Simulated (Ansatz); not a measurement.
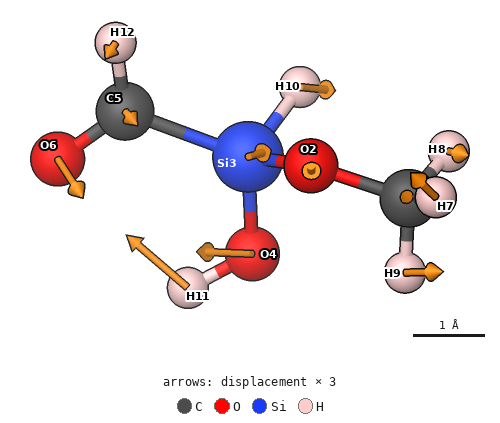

A relaxation of C2H6O3Si (coarse preliminary run). The starting structure is drawn; orange arrows show the displacements, magnified 3 times. The two geometries are superimposed by the best rigid fit.

The picture is a ball-and-stick view, seen at a tilt.

The start comes from a force field.

Theory: RKS PBE-D4/def2-SVP in Ansatz. Set-up: force threshold 0.03 eV/Å; at most 200 steps.

Q: Describe the change and its energy.

A: The largest move after the best rigid fit is that of an H atom, 0.39 Å. By element the largest moves are H 0.39 Å, O 0.38 Å, Si 0.20 Å, C 0.12 Å. Some distances before and after: O–Si 1.566 → 1.669 Å, C–Si 1.878 → 1.941 Å, H–O 1.037 → 0.985 Å, C–H 1.057 → 1.108 Å. Among the angles between lasting bonds that change: O–Si–C 114.3° → 101.0°, C–Si–H 108.4° → 117.8°, O–Si–C 112.6° → 103.7°. Over 8 accepted moves (9 points after the start) the energy falls by 14.4 kcal/mol. Largest force component: 5.9 eV/Å at the start, 0.023 eV/Å at the end. The line search rejected the trial step at point 8 of the run.
